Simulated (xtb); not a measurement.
Geometry relaxation, with input and output: CH2ClNSSi (part 3 of 3)

Continued. System: CH2ClNSSi, SMILES S[Si]1(Cl)C=N1. Method: GFN2-xTB (xtb 6.7.1).  The settings are looser than a standard set-up, so the numbers are not reference values.

Geometry of the input (Å):
```
S  -1.5799  -0.3421  1.3561
Si 0.2234  -0.3848  0.3681
Cl 1.5706  -1.7591  1.1905
C  0.8308  0.9033  -0.7745
N  0.2573  -0.0211  -1.4768
H  -2.3168  -0.1627  0.3119
H  1.1844  1.7743  -1.1682
```

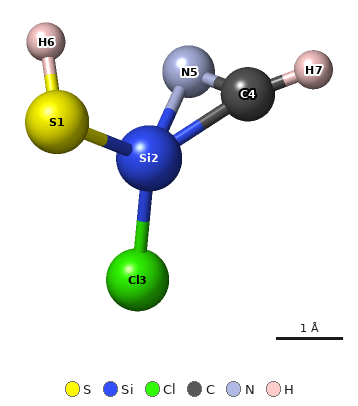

Fig. 1: The geometry at step 2 of the log (ball-and-stick view, seen at a tilt; atoms are numbered from 1 in the order of the input).

**Output, continued**
```
           -------------------------------------------------
          |                Numerical Hessian                |
           -------------------------------------------------
step length          :   0.00500
SCC accuracy         :   0.30000
Hessian scale factor :   1.00000
frozen atoms in %    :   0.00000    0
RMS gradient         :   0.00248 !! INCOMPLETELY OPTIMIZED GEOMETRY !!
estimated CPU  time      0.01 min

writing file <hessian>.

 projected vibrational frequencies (cm⁻¹)
eigval :       -0.00    -0.00    -0.00    -0.00     0.00     0.00
eigval :      112.47   140.12   155.03   161.61   207.72   418.94
eigval :      585.99   647.77   726.71   736.31   867.25  1083.08
eigval :     1552.70  2456.67  3048.19
           -------------------------------------------------
          |                Property Printout                |
           -------------------------------------------------

    * Orbital Energies and Occupations

         #    Occupation            Energy/Eh            Energy/eV
      -------------------------------------------------------------
         1        2.0000           -1.0818464             -29.4385
         2        2.0000           -0.7742697             -21.0690
         3        2.0000           -0.7098448             -19.3159
         4        2.0000           -0.6069080             -16.5148
         5        2.0000           -0.5621851             -15.2978
         6        2.0000           -0.5119267             -13.9302
         7        2.0000           -0.5005368             -13.6203
         8        2.0000           -0.4930558             -13.4167
         9        2.0000           -0.4706989             -12.8084
        10        2.0000           -0.4644324             -12.6378
        11        2.0000           -0.4633582             -12.6086
        12        2.0000           -0.4464335             -12.1481
        13        2.0000           -0.4092542             -11.1364
        14        2.0000           -0.3661250              -9.9628 (HOMO)
        15                         -0.2866029              -7.7989 (LUMO)
        16                         -0.2334364              -6.3521
        17                         -0.2210416              -6.0148
        18                         -0.1810109              -4.9256
        19                         -0.1341646              -3.6508
        20                         -0.1166808              -3.1750
        21                         -0.0530760              -1.4443
        22                         -0.0321456              -0.8747
        23                         -0.0213186              -0.5801
        24                         -0.0155451              -0.4230
        25                         -0.0066549              -0.1811
       ...                                ...                  ...
        37                          0.8052081              21.9108
      -------------------------------------------------------------
                  HL-Gap            0.0795221 Eh            2.1639 eV
             Fermi-level           -0.3263639 Eh           -8.8808 eV

     #   Z          covCN         q      C6AA      α(0)
     1  16 s        1.800    -0.305   154.290    20.907
     2  14 si       3.380     0.514   108.456    20.608
     3  17 cl       0.805    -0.166   104.257    15.620
     4   6 c        2.719    -0.008    28.187     8.691
     5   7 n        1.727    -0.283    28.104     7.843
     6   1 h        0.923     0.177     1.225     1.731
     7   1 h        0.926     0.072     2.063     2.246

 Mol. C6AA /au·bohr⁶  :       2111.460354
 Mol. C8AA /au·bohr⁸  :      90908.440600
 Mol. α(0) /au        :         77.646187

Wiberg/Mayer (AO) data.
largest (>0.10) Wiberg bond orders for each atom

 ---------------------------------------------------------------------------
     #   Z sym  total        # sym  WBO       # sym  WBO       # sym  WBO
 ---------------------------------------------------------------------------
     1  16 s    2.118 --     6 h    0.951     2 si   0.942
     2  14 si   3.987 --     3 cl   1.085     5 n    1.006     1 s    0.942
                             4 c    0.906
     3  17 cl   1.292 --     2 si   1.085
     4   6 c    3.871 --     5 n    1.898     7 h    0.945     2 si   0.906
     5   7 n    3.043 --     4 c    1.898     2 si   1.006
     6   1 h    0.969 --     1 s    0.951
     7   1 h    0.995 --     4 c    0.945
 ---------------------------------------------------------------------------

Topologies differ in total number of bonds
Writing topology from bond orders to xtbtopo.mol

molecular dipole:
                 x           y           z       tot (Debye)
 q only:       -0.070       0.504      -0.115
   full:        0.342       0.389       0.018       1.316
molecular quadrupole (traceless):
                xx          xy          yy          xz          yz          zz
 q only:        2.095       2.549       1.625       1.672       1.010      -3.720
  q+dip:        1.796       2.136       4.392       3.773      -1.385      -6.188
   full:        3.488       1.095       3.167       3.575      -1.300      -6.655

           -------------------------------------------------
          |                Geometry Summary                 |
           -------------------------------------------------

      molecular mass/u    :      123.6365443
   center of mass at/Å    :        0.1951150      -0.5822728       0.5233964
  moments of inertia/u·Å² :        0.1708964E+03   0.2232057E+03   0.3679841E+03
rotational constants/cm⁻¹ :        0.9864239E-01   0.7552510E-01   0.4581076E-01

 * 7 selected distances

     #   Z          #   Z                                           value/Å
     1  16 s        2  14 si                                      2.1358054 (max)
     2  14 si       3  17 cl                                      1.9954638
Molecule has no symmetry elements
It seems to be the C1 point group
     2  14 si       4   6 c                                       1.8260210
     2  14 si       5   7 n                                       1.7974589
     4   6 c        5   7 n                                       1.2918450
     1  16 s        6   1 h                                       1.3258955
     4   6 c        7   1 h                                       1.0775776 (min)

 * 7 distinct bonds (by element types)

   Z      Z             #   av. dist./Å        max./Å        min./Å
   1 H    6 C           1     1.0775776     1.0775776     1.0775776
   6 C    7 N           1     1.2918450     1.2918450     1.2918450
   6 C   14 Si          1     1.8260210     1.8260210     1.8260210
   7 N   14 Si          1     1.7974589     1.7974589     1.7974589
   1 H   16 S           1     1.3258955     1.3258955     1.3258955
  14 Si  16 S           1     2.1358054     2.1358054     2.1358054
  14 Si  17 Cl          1     1.9954638     1.9954638     1.9954638

           -------------------------------------------------
          |               Frequency Printout                |
           -------------------------------------------------
 projected vibrational frequencies (cm⁻¹)
eigval :       -0.00    -0.00    -0.00    -0.00     0.00     0.00
eigval :      112.47   140.12   155.03   161.61   207.72   418.94
eigval :      585.99   647.77   726.71   736.31   867.25  1083.08
eigval :     1552.70  2456.67  3048.19
 reduced masses (amu)
   1: 22.02   2: 22.15   3: 29.71   4: 30.29   5: 32.73   6: 23.37   7: 20.11   8: 24.17
   9: 13.45  10: 20.28  11: 13.84  12: 28.24  13: 29.34  14: 12.54  15:  4.20  16:  2.75
  17: 17.12  18:  7.69  19: 12.98  20:  1.95  21:  1.98
 IR intensities (km·mol⁻¹)
   1:  0.18   2:  0.07   3:  0.16   4:  0.22   5:  0.05   6:  0.01   7:  9.67   8:  3.42
   9: 37.39  10: 36.15  11:  9.83  12:  5.29  13:107.24  14: 25.65  15: 84.33  16:  2.05
  17:122.29  18: 14.02  19: 89.64  20: 63.80  21: 30.99
 Raman intensities (Ä⁴*amu⁻¹)
   1:  0.00   2:  0.00   3:  0.00   4:  0.00   5:  0.00   6:  0.00   7:  0.00   8:  0.00
   9:  0.00  10:  0.00  11:  0.00  12:  0.00  13:  0.00  14:  0.00  15:  0.00  16:  0.00
  17:  0.00  18:  0.00  19:  0.00  20:  0.00  21:  0.00
 output can be read by thermo (or use thermo option).
 writing <g98.out> molden fake output.
 recommended (thermochemical) frequency scaling factor: 1.0
           -------------------------------------------------
          |             Thermodynamic Functions             |
           -------------------------------------------------

c1  symmetry found (for desy threshold:  0.10E+00) used in thermo

          ...................................................
          :                      SETUP                      :
          :.................................................:
          :  # frequencies                          15      :
          :  # imaginary freq.                       0      :
          :  linear?                             false      :
          :  only rotor calc.                    false      :
          :  symmetry                               c1      :
          :  rotational number                       1      :
          :  scaling factor                  1.0000000      :
          :  rotor cutoff                   50.0000000 cm⁻¹ :
          :  imag. cutoff                  -20.0000000 cm⁻¹ :
          :.................................................:

    mode    ω/cm⁻¹     T·S(HO)/kcal·mol⁻¹    T·S(FR)/kcal·mol⁻¹   T·S(vib)
   ------------------------------------------------------------------------
       1    112.47    -0.96180 ( 96.24%)    -0.81623 (  3.76%)    -0.95632
       2    140.12    -0.83547 ( 98.40%)    -0.75113 (  1.60%)    -0.83412
       3    155.03    -0.77803 ( 98.93%)    -0.72119 (  1.07%)    -0.77743
       4    161.61    -0.75459 ( 99.09%)    -0.70889 (  0.91%)    -0.75417
       5    207.72    -0.61527 ( 99.67%)    -0.63456 (  0.33%)    -0.61534
   ------------------------------------------------------------------------

   temp. (K)  partition function   enthalpy   heat capacity  entropy
                                   cal/mol     cal/K/mol   cal/K/mol   J/K/mol
 298.15  VIB   37.4                 2551.644     15.266     15.728
         ROT  0.286E+06              888.752      2.981     27.950
         INT  0.107E+08             3440.396     18.247     43.678
         TR   0.133E+28             1481.254      4.968     40.332
         TOT                        4921.6500    23.2152    84.0102   351.4987

       T/K    H(0)-H(T)+PV         H(T)/Eh          T*S/Eh         G(T)/Eh
   ------------------------------------------------------------------------
    298.15    0.784315E-02    0.372328E-01    0.399160E-01   -0.268317E-02
   ------------------------------------------------------------------------

         :::::::::::::::::::::::::::::::::::::::::::::::::::::
         ::                  THERMODYNAMIC                  ::
         :::::::::::::::::::::::::::::::::::::::::::::::::::::
         :: total free energy         -15.568325318946 Eh   ::
         ::.................................................::
         :: total energy              -15.565642145983 Eh   ::
         :: zero point energy           0.029389632828 Eh   ::
         :: G(RRHO) w/o ZPVE           -0.032072805792 Eh   ::
         :: G(RRHO) contrib.           -0.002683172963 Eh   ::
         :::::::::::::::::::::::::::::::::::::::::::::::::::::

optimized geometry written to: xtbopt.coord

           -------------------------------------------------
          | TOTAL ENERGY              -15.565642145983 Eh   |
          | TOTAL ENTHALPY            -15.528409364674 Eh   |
          | TOTAL FREE ENERGY         -15.568325318946 Eh   |
          | GRADIENT NORM               0.002481667364 Eh/α |
          | HOMO-LUMO GAP               2.163905943834 eV   |
           -------------------------------------------------
########################################################################
[WARNING] Runtime exception occurred
-1- hessian_numhess: Hessian on incompletely optimized geometry!
########################################################################

------------------------------------------------------------------------
------------------------------------------------------------------------
 total:
 *  cpu-time:     0 d,  0 h,  0 min,  0.797 sec
 * ratio c/w:     0.861 speedup
 SCF:
 *  cpu-time:     0 d,  0 h,  0 min,  0.024 sec
 * ratio c/w:     0.765 speedup
 ANC optimizer:
 *  cpu-time:     0 d,  0 h,  0 min,  0.097 sec
 * ratio c/w:     0.880 speedup
 analytical hessian:
 *  cpu-time:     0 d,  0 h,  0 min,  0.646 sec
 * ratio c/w:     0.874 speedup
```

**File vibspectrum**
```
$vibrational spectrum
#  mode     symmetry     wave number   IR intensity    selection rules
#                         cm**(-1)      (km*mol⁻¹)        IR
     1                      -0.00         0.00000          -
     2                      -0.00         0.00000          -
     3                      -0.00         0.00000          -
     4                      -0.00         0.00000          -
     5                       0.00         0.00000          -
     6                       0.00         0.00000          -
     7        a            112.47         9.67000         YES
     8        a            140.12         3.41724         YES
     9        a            155.03        37.38987         YES
    10        a            161.61        36.14933         YES
    11        a            207.72         9.83204         YES
    12        a            418.94         5.28650         YES
    13        a            585.99       107.24459         YES
    14        a            647.77        25.65016         YES
    15        a            726.71        84.32525         YES
    16        a            736.31         2.04920         YES
    17        a            867.25       122.29011         YES
    18        a           1083.08        14.02045         YES
    19        a           1552.70        89.63610         YES
    20        a           2456.67        63.80306         YES
    21        a           3048.19        30.98654         YES
$end
```

**Standard error**
```
normal termination of xtb
```

**Trajectory as extended XYZ (Å, eV, eV/Å), 5 frames, from step=0 to step=4**
```
7
Properties=species:S:1:pos:R:3 step=0 energy=-423.27872
S    -1.5799   -0.3421    1.3561
Si    0.2234   -0.3848    0.3681
Cl    1.5706   -1.7591    1.1905
C     0.8308    0.9033   -0.7745
N     0.2573   -0.0211   -1.4768
H    -2.3168   -0.1627    0.3119
H     1.1844    1.7743   -1.1682
7
Properties=species:S:1:pos:R:3 step=1 energy=-423.52711
S    -1.6168   -0.3352    1.3810
Si    0.2763   -0.4208    0.3618
Cl    1.5646   -1.7309    1.1579
C     0.7996    0.9102   -0.7724
N     0.2600   -0.0478   -1.4479
H    -2.3413   -0.1637    0.3041
H     1.2273    1.7961   -1.1772
7
Properties=species:S:1:pos:R:3 step=2 energy=-423.55536
S    -1.6034   -0.3132    1.3797
Si    0.2749   -0.4340    0.3593
Cl    1.5597   -1.7258    1.1431
C     0.7886    0.9078   -0.7664
N     0.2562   -0.0667   -1.4224
H    -2.3272   -0.1676    0.2853
H     1.2210    1.8075   -1.1714
7
Properties=species:S:1:pos:R:3 step=3 energy=-423.56219
S    -1.5946   -0.2905    1.3716
Si    0.2777   -0.4418    0.3532
Cl    1.5696   -1.7411    1.1444
C     0.7923    0.9061   -0.7650
N     0.2587   -0.0786   -1.4067
H    -2.3341   -0.1679    0.2772
H     1.2000    1.8218   -1.1674
7
Properties=species:S:1:pos:R:3 step=4 energy=-423.56270
S    -1.5921   -0.2916    1.3746
Si    0.2751   -0.4434    0.3487
Cl    1.5644   -1.7398    1.1479
C     0.7894    0.9086   -0.7657
N     0.2600   -0.0774   -1.4110
H    -2.3279   -0.1691    0.2784
H     1.2009    1.8207   -1.1657
```

**Key numbers**

| quantity | value |
| --- | --- |
| outcome | converged |
| electrons treated | 28 |
| total energy | −15.565642 hartree |
| dispersion energy | −0.005964 hartree |
| basis functions | 40 |
| HOMO | −9.96 eV |
| LUMO | −7.80 eV |
| zero-point energy | 0.029390 hartree |
| dipole moment | 1.32 D |
| wavenumbers, lowest and highest | 112 and 3048 cm⁻¹ |
| hardware | 1 thread of Intel Xeon @ 2.50GHz (Skylake/Cascade Lake), 189 GiB of memory available, shared host |
| wall time | 1.1 s |
| peak memory | 0.07 GiB |

**Remarks**

Settings chosen away from the usual ones: method = gfn2-xtb; task = optfreq; opt_level = loose; x = {}; partner = base. These settings are looser than, or depart from, a standard set-up, so the numbers are not reference values for this system. Notes on the run: -1- hessian_numhess: Hessian on incompletely optimized geometry!.
